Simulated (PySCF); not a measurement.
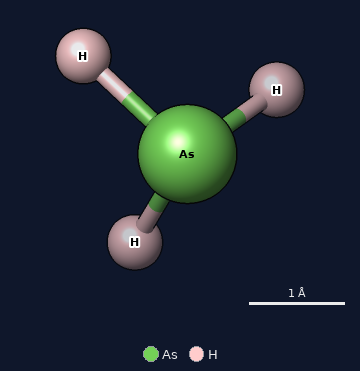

**Figure 1.** The structure as given in the input (ball-and-stick view, seen at a tilt). Bond lengths as drawn: As–H 1.53 Å.

## NMR shielding calculation, with input and output: AsH3

- system: AsH3, SMILES [AsH3]
- method: GIAO KT3/pcSseg-2 NMR shielding, non-relativistic, gas phase (PySCF 2.14.0)

The geometry comes from this level: PBE0-D3(BJ)/def2-SVP.

**The program's output**
```
coarse grid: 4312 points
cycle   1  E = -2246.0907207112  dE = -9.622e-01  |g| = 4.715e-01  |ddm| = 1.329e+00
cycle   2  E = -2246.0942591892  dE = -3.538e-03  |g| = 1.525e-01  |ddm| = 2.930e-01
cycle   3  E = -2246.0963157841  dE = -2.057e-03  |g| = 5.016e-02  |ddm| = 1.598e-01
cycle   4  E = -2246.0967738476  dE = -4.581e-04  |g| = 1.267e-02  |ddm| = 5.565e-02
cycle   5  E = -2246.0968192088  dE = -4.536e-05  |g| = 1.584e-03  |ddm| = 1.120e-02
cycle   6  E = -2246.0968195203  dE = -3.114e-07  |g| = 3.357e-04  |ddm| = 1.326e-03
final grid: 29192 points
cycle   7  E = -2246.1092714911  dE = -1.335e-05  |g| = 3.037e-03  |ddm| = 1.409e-02
cycle   8  E = -2246.1092716204  dE = -1.293e-07  |g| = 2.244e-03  |ddm| = 1.544e-03
cycle   9  E = -2246.1092718508  dE = -2.304e-07  |g| = 4.284e-04  |ddm| = 6.188e-04
cycle  10  E = -2246.1092718586  dE = -7.739e-09  |g| = 1.064e-04  |ddm| = 2.202e-04
cycle  11  E = -2246.1092718612  dE = -2.597e-09  |g| = 1.150e-05  |ddm| = 1.140e-04
cycle  12  E = -2246.1092718612  dE = -2.319e-11  |g| = 3.879e-06  |ddm| = 1.502e-05
```

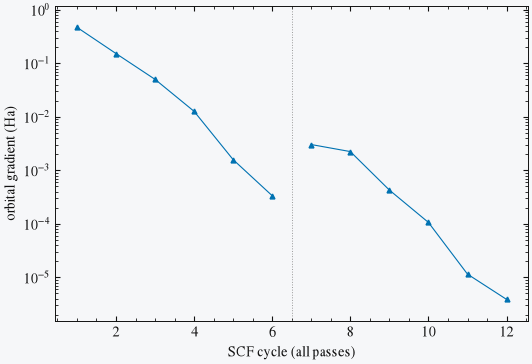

**Figure 2.** Convergence of the self-consistent field: orbital gradient against the SCF cycle. The dotted line marks the change from a coarse to the final integration grid. The first 6 cycles use a coarse grid, the final grid takes over at cycle 7, and the field converges after 12 cycles in all.

```
converged SCF energy = -2246.1092718612

GIAO shielding tensors (ppm)
atom      isotropic    diamagn.    paramagn.     s11        s22        s33       span
  0 As    1899.669    2880.153    -980.484   1819.695   1939.611   1939.700    120.005
  1 H       29.176      29.149       0.028     22.871     23.955     40.703     17.832
  2 H       29.176      29.147       0.029     22.871     23.954     40.703     17.832
  3 H       29.176      29.145       0.032     22.871     23.954     40.703     17.832
```

The run was set up as follows.

**Input**
```
{"job": {"kind": "nmr", "xc": "KT3", "basis": "pcSseg-2", "pop": false}, "charge": 0, "multiplicity": 1}
As     0.010451    -0.010415     0.625258
H     -0.754189    -1.008518    -0.237795
H     -0.497253     1.170038    -0.196088
H      1.261461    -0.141555    -0.237085
```

The first line tells a small driver script what to run in PySCF; the rest is the geometry in Å.

**Results in brief**

| quantity | value |
| --- | --- |
| outcome | converged |
| total energy | −2246.109272 hartree |
| HOMO | −6.79 eV |
| LUMO | −0.40 eV |
| dipole moment | 0.25 D |
| isotropic shielding, As | 1899.7 ppm |
| isotropic shielding, H | 29.2 ppm |
| hardware | 1 CPU thread, shared host |
| wall time | 5.3 s |
| peak memory | 0.44 GiB |

**Notes**

Spin–orbit coupling is left out, which matters for the heavy atoms.
